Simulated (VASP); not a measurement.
System: Tl$_{3}$HS.

```cif
data_structure
_symmetry_space_group_name_H-M 'P 1'
_symmetry_Int_Tables_number 1
_cell_length_a 5.2309
_cell_length_b 5.2309
_cell_length_c 5.2309
_cell_angle_alpha 90.000
_cell_angle_beta 90.000
_cell_angle_gamma 90.000
_cell_volume 143.13
loop_
_atom_site_label
_atom_site_type_symbol
_atom_site_fract_x
_atom_site_fract_y
_atom_site_fract_z
_atom_site_occupancy
S1 S 0.00000 0.00000 0.00000 1
H1 H 0.50000 0.50000 0.50000 1
Tl1 Tl 0.50000 0.50000 0.00000 1
Tl2 Tl 0.50000 0.00000 0.50000 1
Tl3 Tl 0.00000 0.50000 0.50000 1
```

Space group Pm-3m; a generated structure, not necessarily the stable one; computed pressure about −3 GPa in this cell.

Computed with Kohn-Sham DFT of a periodic cell, PBE, VASP PAW PBE potentials, recommended (VASP).

Question: Predict the valence pseudo-density and electron localisation function between the atoms.

Answer: Tl–H (2.62 Å): ρ at the midpoint is about 0.23 e/Å³; the ELF climbs to about 1 towards the hydrogen.
Tl–S (3.70 Å): ρ is about 0.07 e/Å³ halfway; the ELF is about 0.10 at the midpoint; no shared electron pair shows on this line.

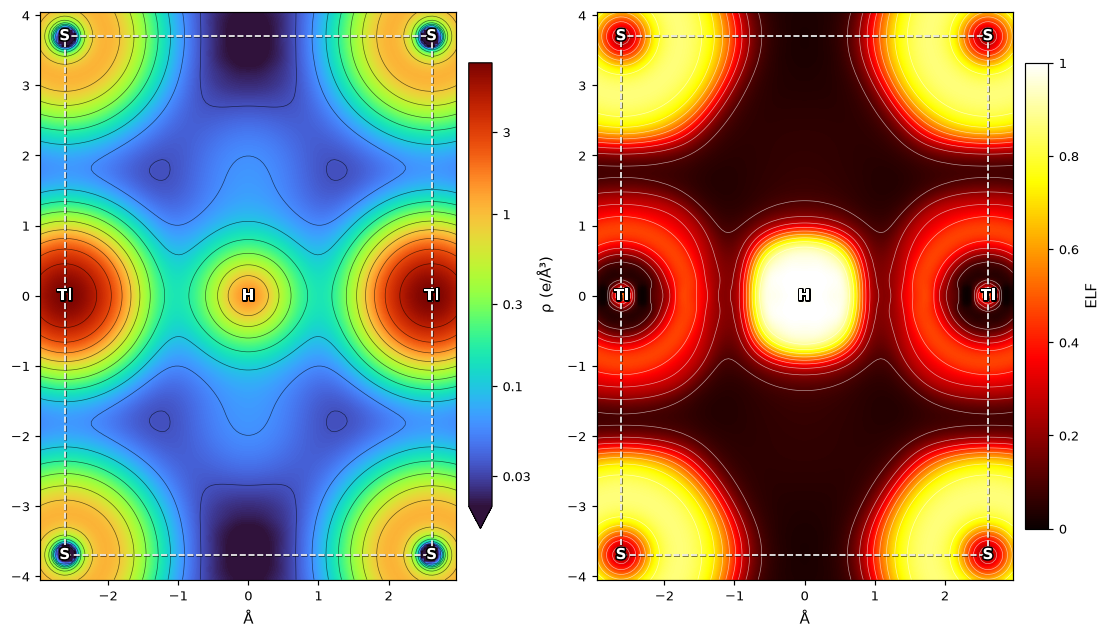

Computed valence pseudo-density and electron localisation function on the (11̄0) plane of the conventional cell, in this order. 
